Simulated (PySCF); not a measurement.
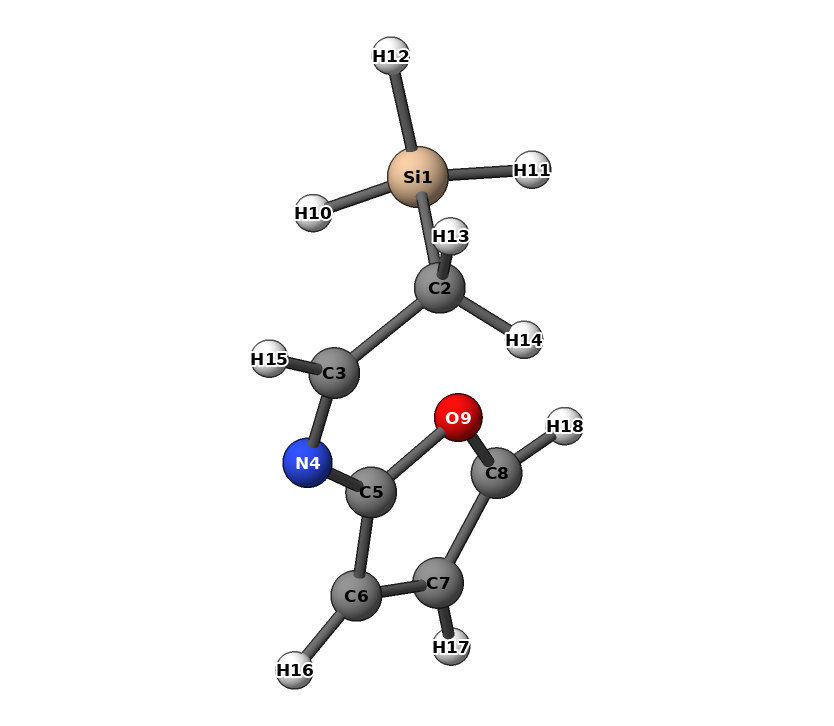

The questions are on isotropic NMR shieldings of the H atoms. Computed geometry: GFN2-xTB optimisation. No frequency run is at hand to confirm it as a minimum. Properties computed with GIAO PBE0/pcSseg-1 NMR shielding, non-relativistic, gas phase (PySCF 2.14.0).

List the isotropic NMR shieldings of the H atoms.

| atom | σ (ppm) |
| --- | --- |
| H10 | 28.21 |
| H11 | 27.47 |
| H12 | 27.65 |
| H13 | 29.59 |
| H14 | 29.29 |
| H15 | 24.13 |
| H16 | 24.84 |
| H17 | 24.89 |
| H18 | 24.30 |

The geometry is semi-empirical. Around Si such bond lengths and angles can be off by a tenth of an ångström or more and by several degrees, and values that hang on the shape move with them.
